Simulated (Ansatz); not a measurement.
NaF (rock salt)

```
CELL_PARAMETERS angstrom
      0.00000     4.70157     4.70157
      2.35078     2.35078     4.70157
      2.35078     2.35078     0.00000
ATOMIC_POSITIONS crystal
  F  0.00000 0.00000 0.00000
  F  0.50000 0.00000 0.00000
  Na 0.00000 0.50000 0.50000
  Na 0.50000 0.50000 0.50000
```

A phonon eigenvector at X = (0.5, 0.5, 0.0) is frozen into this cell: atom i moves by Q times the vector below, so Q is the largest atomic displacement, in Å. The cell is held. (q is in reciprocal vectors of the primitive cell; the cell shown is doubled to hold the pattern.)

```tsv
atom	x	y	z
F1	0.000	0.000	0.072
F2	0.000	0.000	-0.072
Na3	0.000	0.000	-1.000
Na4	0.000	0.000	1.000
```

Level of theory: PBE (plane waves to 420 eV, PAW, scalar-relativistic; Ansatz, a quantum-chemistry and plane-wave program). k mesh 12×12×12 (Γ-centred), Fermi-Dirac smearing 0.05 eV. The energy includes the smearing's −TS. NaF was relaxed with its symmetry unable to fall. The relaxed volume of NaF is well above the measured one; the method has no dispersion term. The zero of ΔE is the undisplaced structure.

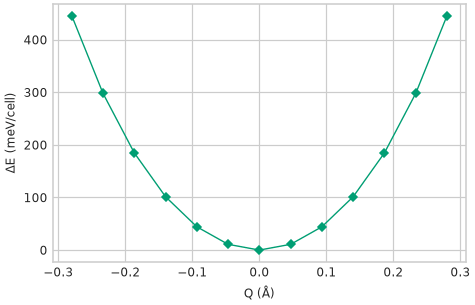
Fig. 1. ΔE (meV/cell) against Q (Å); one marker a computed point.

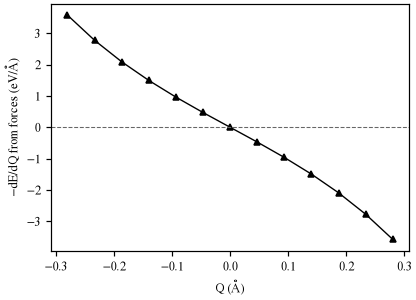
Figure. −dE/dQ from forces (eV/Å) against Q (Å); markers are the computed points, lines only join them.

The energy at Q = 0.280 Å comes out as 446 meV/cell. Space group of the distorted cell: P4/nmm (No. 129), lowered from Fm-3m. Harmonic wavenumber from the curvature (finite differences): 243 cm⁻¹. Symmetry of the curve: even: the same for both signs. Wavenumber by perturbation theory (DFPT, on another k mesh): 243 cm⁻¹.

E″ = 10.03 eV/Å², M = Σ mᵢ|uᵢ|² = 46.2 u, ν̃ = 521.5·√(|E″|/M).

(A displaced cell: forces are minus the slopes of the energy, force constants its curvatures, and phonons follow from these.)
